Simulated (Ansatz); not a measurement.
**GeH5N···AsH3: density, localisation and related maps**

```csv
atom,x (Å),y (Å),z (Å)
Ge,-1.1316,-0.4909,1.2262
N,0.6830,-0.2151,1.4160
H,-1.8824,-0.7092,2.5608
H,-1.2997,-1.7359,0.3439
H,-1.6980,0.7574,0.5331
H,0.9618,0.2869,-1.2536
As,0.2539,0.4311,-2.5923
H,0.9141,0.6024,1.9644
H,1.1738,-1.0060,1.8110
H,0.4981,1.9327,-2.6333
H,1.5269,0.1464,-3.3762
```

The reactant side of a reaction path; geometry: PBE0-D4/def2-TZVP.

Computed with Ansatz, RKS PBE0-D4/def2-TZVPP.

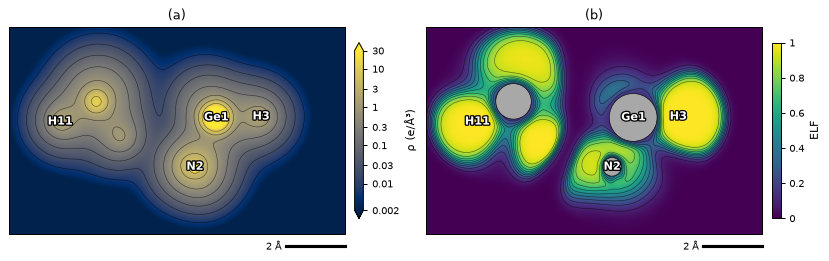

Figure 1. (a) electron density; (b) electron localisation function on the plane of atoms N2, Ge1 and H3. Grey discs cover the atomic cores in the ELF map.

Q: Interpret the plot.

A: The section cuts through Ge, N and H sites.
Ge–N (1.85 Å): ρ is about 0.96 e/Å³ halfway; the ELF peaks at about 0.90 in the valence shell of N, 0.6 Å from its nucleus, and is about 0.50 at the midpoint.
Ge–H (1.55 Å): ρ is about 1 e/Å³ halfway; the ELF climbs to about 1 towards the hydrogen.

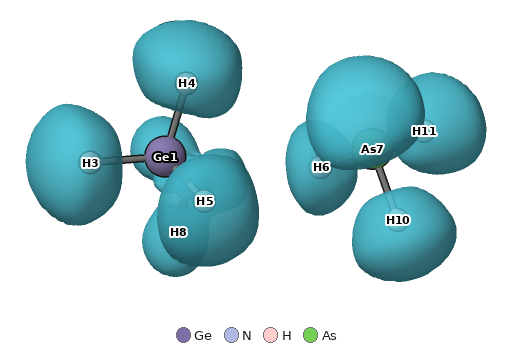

Figure 2. Isosurface of the electron localisation function at 0.8 (cyan), seen from one side. Core shells and regions of very low density are left out.

Q: Describe the localisation domains.

A: The surface consists of six regions around hydrogen nuclei, one lobe on As, pointing away from the bonds (lone pairs) and one joined region spread over several atoms (H, N), in which their bonds and any lone pairs are merged.


N2···H6 (2.73 Å): the ELF dips to about 0.05 between them: a non-bonded, intermolecular contact.

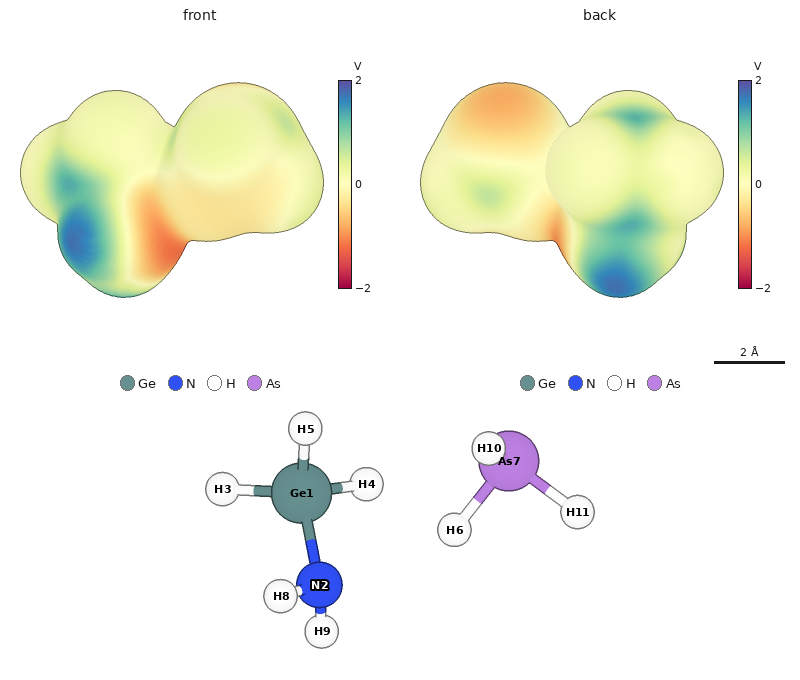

Figure 3. The molecular electrostatic potential painted on the density surface at 0.002 e/bohr³, seen from the front and from behind; red is negative and blue positive. The bare structure is drawn below in the same view.

Q: Which sites attract a positive test charge, and which a negative one?

A: A positive charge is drawn to the negative regions and a negative charge to the positive ones. The most negative region (about −1.1 V, or −25 kcal/mol for a unit charge) lies over the gap between the two molecules, near N2 and H6, the most positive (about +1.7 V, or +39 kcal/mol for a unit charge) over H8 and H9. N2 is the likeliest acceptor of a hydrogen bond.
